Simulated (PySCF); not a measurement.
# aminodimethylborane (C₂H₈BN): NMR shifts, electronic excitations and K edges in gas and solvents, part 2 of 2

PySCF 2.14.0. Atoms count from 0. Earlier steps stand in the parts before.

## 8. Ultraviolet spectrum: CAM-B3LYP/def2-SVPD

Job settings and geometry (Å):

```
{"job": {"kind": "uv", "xc": "CAM-B3LYP", "basis": "def2-SVPD", "dynamic": true, "nstates": 6, "ntriplets": 0}, "charge": 0, "multiplicity": 1}
C      1.302811    -0.348748     0.160464
B     -0.180474     0.190052     0.029945
C     -1.389745    -0.824425    -0.096453
N     -0.422389     1.569097     0.012057
H      1.391919    -1.030902     1.023104
H      1.564043    -0.952058    -0.726530
H      2.065139     0.438496     0.268907
H     -1.394385    -1.529488     0.752166
H     -2.380790    -0.347096    -0.148257
H     -1.266397    -1.445280    -1.001116
H     -1.348373     1.967851    -0.071812
H      0.312132     2.260704     0.086590
```

With the program's defaults for keys left out, this is: TDDFT CAM-B3LYP/def2-SVPD, vertical, gas phase, core orbitals frozen in the response.

The program printed:

```text
coarse grid: 9280 points
cycle   1  E = -160.4220904776  dE =  1.915e-01  |g| = 4.322e-01  |ddm| = 4.734e+00
cycle   2  E = -160.4334443001  dE = -1.135e-02  |g| = 4.008e-01  |ddm| = 8.584e-01
cycle   3  E = -160.4710001225  dE = -3.756e-02  |g| = 3.695e-02  |ddm| = 4.279e-01
cycle   4  E = -160.4712058579  dE = -2.057e-04  |g| = 2.555e-02  |ddm| = 6.267e-02
cycle   5  E = -160.4713555320  dE = -1.497e-04  |g| = 1.522e-03  |ddm| = 2.708e-02
cycle   6  E = -160.4713563335  dE = -8.015e-07  |g| = 2.960e-04  |ddm| = 4.759e-03
final grid: 87592 points
cycle   7  E = -160.4974818538  dE = -2.636e-05  |g| = 4.063e-03  |ddm| = 6.500e-02
cycle   8  E = -160.4974824174  dE = -5.637e-07  |g| = 3.936e-03  |ddm| = 1.161e-02
cycle   9  E = -160.4974858366  dE = -3.419e-06  |g| = 3.409e-04  |ddm| = 4.008e-03
cycle  10  E = -160.4974858589  dE = -2.237e-08  |g| = 1.635e-04  |ddm| = 5.435e-04
cycle  11  E = -160.4974858653  dE = -6.332e-09  |g| = 1.660e-05  |ddm| = 2.639e-04
cycle  12  E = -160.4974858654  dE = -9.163e-11  |g| = 5.781e-06  |ddm| = 3.949e-05
converged SCF energy = -160.4974858654

Static polarisability (au): isotropic 49.603, principal 41.538 52.455 54.817

Singlet excitations
state   eV       nm        f      main configurations
  1   7.2125    171.9   0.02795   H->L 0.90
  2   7.8579    157.8   0.00312   H-1->L+2 0.72, H-1->L+1 0.17
  3   7.9098    156.7   0.04120   H-1->L 0.89, H-1->L+2 0.09
  4   8.5856    144.4   0.25479   H->L+2 0.71, H->L+1 0.21
  5   8.6264    143.7   0.00004   H->L+3 0.64, H->L+4 0.33
  6   8.8297    140.4   0.01163   H->L+1 0.59, H->L+2 0.18, H->L 0.08
```

Wall time 14 s (1 thread, shared host).

Frontier orbitals and where they lie:

```
orbital      eV                        atoms
 HOMO−3  -11.81    C0 25 %, C2 25 %, H4 11 %
 HOMO−2  -11.07    C2 21 %, C0 21 %, B1 18 %
 HOMO−1   -9.91    B1 26 %, C2 25 %, C0 25 %
   HOMO   -9.58    N3 64 %, B1 14 %, H11 6 %
   LUMO    0.87    B1 53 %, H10 8 %, H11 8 %
 LUMO+1    2.25  H10 13 %, H11 13 %, C2 11 %
 LUMO+2    2.29    B1 29 %, N3 17 %, C0 12 %
```

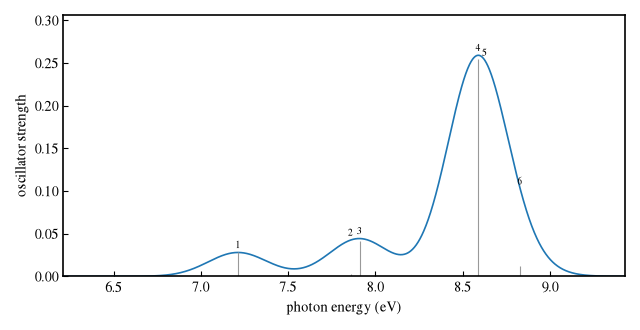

Absorption spectrum from the 6 singlet states computed; above the last one it falls off for lack of states. Lines are broadened to a width of 0.40 eV (Gaussian).

Ground-state properties from the same run:

```
           property  computed
  dipole moment (D)      1.24
polarisability (Å³)      7.35
 HOMO–LUMO gap (eV)     10.45
      −ε(HOMO) (eV)      9.58
C6 with itself (au)      1036
```

## 9. TDDFT and polarisability: CAM-B3LYP/def2-SVPD in acetone

Same as in step 8 but for these lines:

```diff
@@ -1,2 +1,2 @@
-{"job": {"kind": "uv", "xc": "CAM-B3LYP", "basis": "def2-SVPD", "dynamic": true, "nstates": 6, "ntriplets": 0}, "charge": 0, "multiplicity": 1}
+{"job": {"kind": "uv", "xc": "CAM-B3LYP", "basis": "def2-SVPD", "solvent": "acetone", "nstates": 6, "ntriplets": 0}, "charge": 0, "multiplicity": 1}
 C      1.302811    -0.348748     0.160464
```

Method: TDDFT CAM-B3LYP/def2-SVPD, vertical, IEF-PCM acetone (non-equilibrium linear response), core orbitals frozen in the response.

The program printed:

```text
coarse grid: 9280 points
cycle   1  E = -160.4280745623  dE =  1.859e-01  |g| = 4.239e-01  |ddm| = 4.737e+00
cycle   2  E = -160.4406162259  dE = -1.254e-02  |g| = 3.857e-01  |ddm| = 1.003e+00
cycle   3  E = -160.4749416613  dE = -3.433e-02  |g| = 3.856e-02  |ddm| = 4.430e-01
cycle   4  E = -160.4751810643  dE = -2.394e-04  |g| = 2.471e-02  |ddm| = 6.737e-02
cycle   5  E = -160.4753219313  dE = -1.409e-04  |g| = 1.606e-03  |ddm| = 2.707e-02
cycle   6  E = -160.4753227773  dE = -8.459e-07  |g| = 5.056e-04  |ddm| = 4.878e-03
final grid: 87592 points
cycle   7  E = -160.5014134012  dE = -2.658e-05  |g| = 4.091e-03  |ddm| = 6.508e-02
cycle   8  E = -160.5014141467  dE = -7.455e-07  |g| = 3.887e-03  |ddm| = 1.229e-02
cycle   9  E = -160.5014174654  dE = -3.319e-06  |g| = 3.444e-04  |ddm| = 4.164e-03
cycle  10  E = -160.5014174887  dE = -2.333e-08  |g| = 1.662e-04  |ddm| = 6.036e-04
cycle  11  E = -160.5014174954  dE = -6.673e-09  |g| = 1.723e-05  |ddm| = 2.741e-04
cycle  12  E = -160.5014174955  dE = -1.183e-10  |g| = 6.331e-06  |ddm| = 4.258e-05
converged SCF energy = -160.5014174955

Static polarisability (au): isotropic 64.445, principal 55.952 65.768 71.615

Singlet excitations
state   eV       nm        f      main configurations
  1   7.2897    170.1   0.03708   H->L 0.91
  2   7.8575    157.8   0.00233   H-1->L+1 0.92
  3   7.9399    156.2   0.05120   H-1->L 0.91
  4   8.4387    146.9   0.36537   H->L+1 0.94
  5   8.8360    140.3   0.00001   H->L+2 0.63, H->L+5 0.33
  6   8.8962    139.4   0.02451   H->L+3 0.71, H->L+4 0.14
```

Wall time 15 s (1 thread, shared host).

Key values: HOMO -9.45 eV, LUMO 1.00 eV; lowest singlet 7.29 eV.

## 10. TDDFT and polarisability: CAM-B3LYP/def2-SVPD in chloroform

Same as in step 9 but for these lines:

```diff
@@ -1,2 +1,2 @@
-{"job": {"kind": "uv", "xc": "CAM-B3LYP", "basis": "def2-SVPD", "solvent": "acetone", "nstates": 6, "ntriplets": 0}, "charge": 0, "multiplicity": 1}
+{"job": {"kind": "uv", "xc": "CAM-B3LYP", "basis": "def2-SVPD", "solvent": "chloroform", "nstates": 6, "ntriplets": 0}, "charge": 0, "multiplicity": 1}
 C      1.302811    -0.348748     0.160464
```

Method: TDDFT CAM-B3LYP/def2-SVPD, vertical, IEF-PCM chloroform (non-equilibrium linear response), core orbitals frozen in the response.

The program printed:

```text
coarse grid: 9280 points
cycle   1  E = -160.4266418437  dE =  1.873e-01  |g| = 4.258e-01  |ddm| = 4.737e+00
cycle   2  E = -160.4388955149  dE = -1.225e-02  |g| = 3.891e-01  |ddm| = 9.579e-01
cycle   3  E = -160.4739369123  dE = -3.504e-02  |g| = 3.820e-02  |ddm| = 4.383e-01
cycle   4  E = -160.4741674247  dE = -2.305e-04  |g| = 2.491e-02  |ddm| = 6.577e-02
cycle   5  E = -160.4743103298  dE = -1.429e-04  |g| = 1.534e-03  |ddm| = 2.702e-02
cycle   6  E = -160.4743111088  dE = -7.790e-07  |g| = 4.520e-04  |ddm| = 4.747e-03
final grid: 87592 points
cycle   7  E = -160.5004108535  dE = -2.655e-05  |g| = 4.094e-03  |ddm| = 6.508e-02
cycle   8  E = -160.5004115594  dE = -7.059e-07  |g| = 3.908e-03  |ddm| = 1.212e-02
cycle   9  E = -160.5004149158  dE = -3.356e-06  |g| = 3.450e-04  |ddm| = 4.131e-03
cycle  10  E = -160.5004149390  dE = -2.324e-08  |g| = 1.646e-04  |ddm| = 5.818e-04
cycle  11  E = -160.5004149455  dE = -6.495e-09  |g| = 1.705e-05  |ddm| = 2.687e-04
cycle  12  E = -160.5004149456  dE = -1.087e-10  |g| = 6.102e-06  |ddm| = 4.123e-05
converged SCF energy = -160.5004149456

Static polarisability (au): isotropic 60.186, principal 51.399 62.247 66.911

Singlet excitations
state   eV       nm        f      main configurations
  1   7.2610    170.8   0.03700   H->L 0.90
  2   7.8566    157.8   0.00265   H-1->L+1 0.91
  3   7.9318    156.3   0.05317   H-1->L 0.91
  4   8.4271    147.1   0.38137   H->L+1 0.94
  5   8.7827    141.2   0.00001   H->L+2 0.62, H->L+5 0.34
  6   8.8695    139.8   0.02251   H->L+3 0.73, H->L+4 0.12
```

Run time: 17 s. Hardware: 1 thread, shared host.

This run: HOMO -9.46 eV, LUMO 0.99 eV; lowest singlet 7.26 eV.

## 11. Core excitations: BHandHLYP/aug-pcX-1+pcseg-1

Same as in step 10 but for these lines:

```diff
@@ -1,2 +1,2 @@
-{"job": {"kind": "uv", "xc": "CAM-B3LYP", "basis": "def2-SVPD", "solvent": "chloroform", "nstates": 6, "ntriplets": 0}, "charge": 0, "multiplicity": 1}
+{"job": {"kind": "xas", "xc": "BHandHLYP", "basis": {"default": "aug-pcX-1", "H": "pcseg-1"}}, "charge": 0, "multiplicity": 1}
 C      1.302811    -0.348748     0.160464
```

Method: core-valence-separated TDA BHandHLYP/aug-pcX-1 H:pcseg-1, K edges, non-relativistic, gas phase.

The program printed:

```text
coarse grid: 9280 points
cycle   1  E = -160.5069905461  dE =  1.956e-01  |g| = 4.148e-01  |ddm| = 3.095e+00
cycle   2  E = -160.5250493200  dE = -1.806e-02  |g| = 3.416e-01  |ddm| = 5.611e-01
cycle   3  E = -160.5517876066  dE = -2.674e-02  |g| = 3.569e-02  |ddm| = 2.556e-01
cycle   4  E = -160.5519880914  dE = -2.005e-04  |g| = 2.302e-02  |ddm| = 4.271e-02
cycle   5  E = -160.5521023073  dE = -1.142e-04  |g| = 1.570e-03  |ddm| = 1.622e-02
cycle   6  E = -160.5521030539  dE = -7.466e-07  |g| = 2.597e-04  |ddm| = 2.462e-03
final grid: 87592 points
cycle   7  E = -160.5787309533  dE = -5.038e-05  |g| = 3.525e-03  |ddm| = 2.381e-02
cycle   8  E = -160.5787316690  dE = -7.157e-07  |g| = 3.003e-03  |ddm| = 4.154e-03
cycle   9  E = -160.5787335562  dE = -1.887e-06  |g| = 2.751e-04  |ddm| = 1.954e-03
cycle  10  E = -160.5787335671  dE = -1.094e-08  |g| = 1.789e-04  |ddm| = 2.899e-04
cycle  11  E = -160.5787335739  dE = -6.795e-09  |g| = 1.455e-05  |ddm| = 1.246e-04
cycle  12  E = -160.5787335740  dE = -9.072e-11  |g| = 7.629e-06  |ddm| = 2.209e-05
converged SCF energy = -160.5787335740

B K edge
   eV          f      from atoms
  187.378   0.08856   B1
  189.950   0.00056   B1
  190.825   0.00110   B1
  190.940   0.00004   B1
  191.125   0.00096   B1
  191.710   0.00889   B1
  191.921   0.00567   B1
  192.236   0.00043   B1

C K edge
   eV          f      from atoms
  284.445   0.00237   C2 C0
  284.446   0.00741   C0 C2
  285.114   0.01458   C2 C0
  285.116   0.00044   C0 C2
  285.295   0.01283   C0 C2
  285.296   0.03366   C2 C0
  285.606   0.03677   C2 C0
  285.607   0.00027   C0 C2
  285.665   0.00562   C2
  285.665   0.00353   C0
  286.358   0.00472   C2 C0
  286.358   0.01317   C0 C2

N K edge
   eV          f      from atoms
  399.187   0.01004   N3
  399.287   0.03094   N3
  400.089   0.03012   N3
  401.097   0.00325   N3
  401.301   0.00157   N3
  401.770   0.00434   N3
  402.412   0.00343   N3
  402.530   0.00244   N3
```

Wall time 11 s (1 thread, shared host).

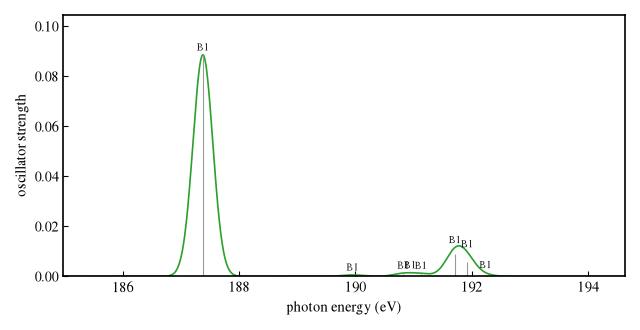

The B K edge. Lines are broadened to a width of 0.40 eV (Gaussian).

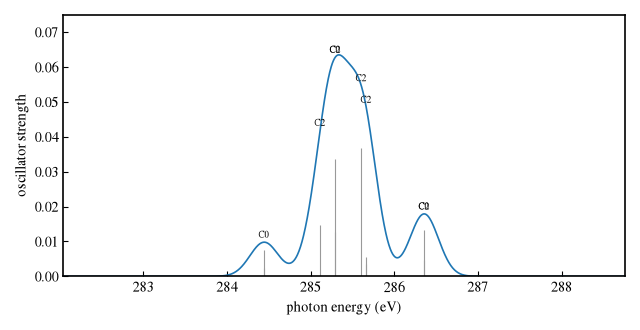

The C K edge. Lines are broadened to a width of 0.40 eV (Gaussian).

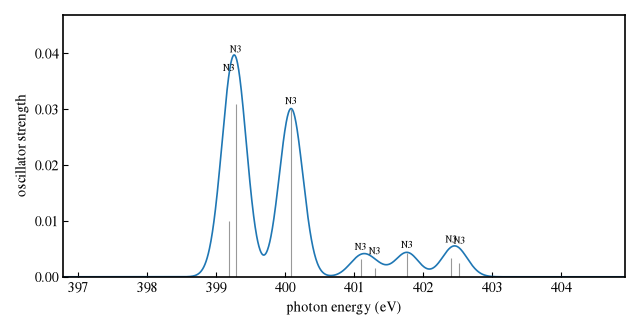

The N K edge. Lines are broadened to a width of 0.40 eV (Gaussian).

## 12. Comparing the runs: NMR shifts

Shifts (ppm), means over like atoms, with basis size and wall time (the measured row can stand on another reference than the computed rows):

```
                           run   C0   H10    H4    B1     N3  functions   time
      PBE0/pcSseg-1 in acetone  6.1  4.02  0.23  45.2  115.3        108  8.6 s
   PBE0/pcSseg-1 in chloroform  6.1  3.90  0.24  45.1  114.0        108  6.5 s
        PBE0/pcSseg-1 in water  6.1  4.05  0.23  45.2  115.7        108  6.8 s
   WP04/pcSseg-1 in chloroform  6.2  3.69  0.22  46.4   99.8        108  7.2 s
wB97X-D/pcSseg-1 in chloroform  5.9  3.79  0.23  44.8  108.5        108  8.2 s
                      measured    –     –     –  47.1      –          –      –
```

Measured: solution, C6D6; B. Wrackmeyer, Z. Naturforsch. B 2015.

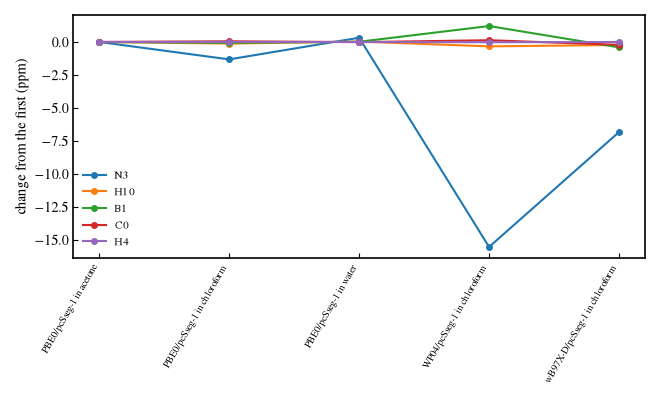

How the tabulated atoms move from run to run.

## 13. Comparing the runs: electronic excitations

Excitations and ground-state properties, with basis size and wall time:

```
                              run  lowest singlet (eV)  brightest (eV)      f  gap (eV)  α (Å³)  μ (D)  functions  time
              CAM-B3LYP/def2-SVPD                 7.21            8.59  0.255     10.45    7.35   1.24        144  14 s
   CAM-B3LYP/def2-SVPD in acetone                 7.29            8.44  0.365     10.45    9.55   1.57        144  15 s
CAM-B3LYP/def2-SVPD in chloroform                 7.26            8.43  0.381     10.45    8.92   1.49        144  17 s
```

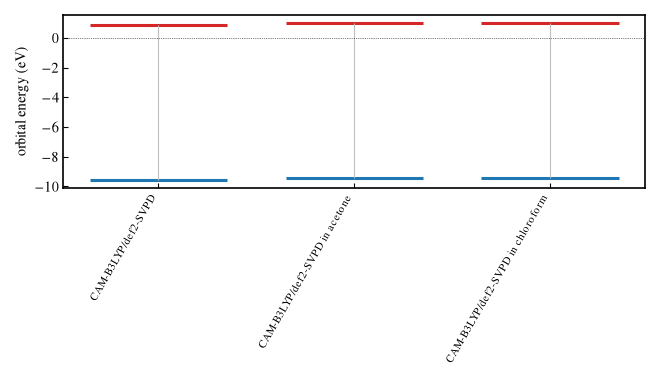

HOMO (blue) and LUMO (red) run by run.

The continuum's effect on the ground state:

```
   solvent      ε  polarisation energy (Eh)  μ (D)
chloroform   4.71                   -0.0031   1.49
   acetone  20.49                   -0.0043   1.57
```

## 14. Outcome

This closing draws on all 2 parts.

| quantity | value |
| --- | --- |
| point group | C2v |
| rotational constants (main isotopes) | 8.19, 7.38, 4.08 GHz |
| ¹³C shifts against TMS (PBE0/pcSseg-1, acetone, means over atoms taken as alike) | 6.1 ppm |
| ¹H shifts against TMS (PBE0/pcSseg-1, acetone, means over atoms taken as alike) | 4.02, 0.23 ppm |
| ¹¹B shifts against BF3·OEt2 (PBE0/pcSseg-1, acetone) | 45.2 ppm |
| ¹⁵N shifts against NH3 (PBE0/pcSseg-1, acetone) | 115.3 ppm |
| measured, and computed on the same scale | B1 δ 47.1, 45.2 ppm |
| lowest singlet (CAM-B3LYP/def2-SVPD) | 7.21 eV (172 nm), f = 0.028 |
| brightest single state of those computed | state 4, 8.59 eV, f = 0.255 |
| B K edge | first line 187.38 eV, strongest 187.38 eV (f = 0.089) |
| C K edge | first line 284.44 eV, strongest 285.61 eV (f = 0.037) |
| N K edge | first line 399.19 eV, strongest 399.29 eV (f = 0.031) |
| range of the shift of N3 (PBE0/pcSseg-1 runs) | 114.0 to 115.7 ppm |
| range of the lowest singlet | 7.21 to 7.29 eV |

**Reading.** Relaxing lowered the energy by 0.034 eV in 5 steps; the close pair that moved most is B1–N3, from 1.385 to 1.400 Å. At PBE0/pcSseg-1: The largest span, 139 ppm, is at N3, where the paramagnetic term is -164 ppm. The one measured ¹¹B shift is missed by -1.9 ppm (computed less measured, unscaled). Vibration and temperature are missing from the calculation, and it holds one conformer, so part of the miss against the measured shifts is not the functional's. At the B edge the strongest single line lifts a 1s electron of B1 into LUMO+6 (weight 0.82), and it is the first line. At the C edge the strongest single line lifts a 1s electron of C2 and C0 into several orbitals, led by LUMO+3 (weight 0.53), 1.2 eV above the first line. At the N edge the strongest single line lifts a 1s electron of N3 into LUMO+6 (weight 0.82), 0.1 eV above the first line. Absolute edge energies from this method are off by several eV; spacings are better. At one level, PBE0/pcSseg-1: Across the 3 runs the shift of N3 moves most, between 114.0 (PBE0/pcSseg-1 in chloroform) and 115.7 ppm (PBE0/pcSseg-1 in water). Part of that comes from the computed reference. The lowest singlet runs from 7.21 eV (CAM-B3LYP/def2-SVPD) to 7.29 eV (CAM-B3LYP/def2-SVPD in acetone), while the orbital gap is 10.45 eV. The lowest state need not be the same one in every run. The continuum holds electrostatics alone: no hydrogen bonds to the solvent, and the gas-phase geometry is kept.
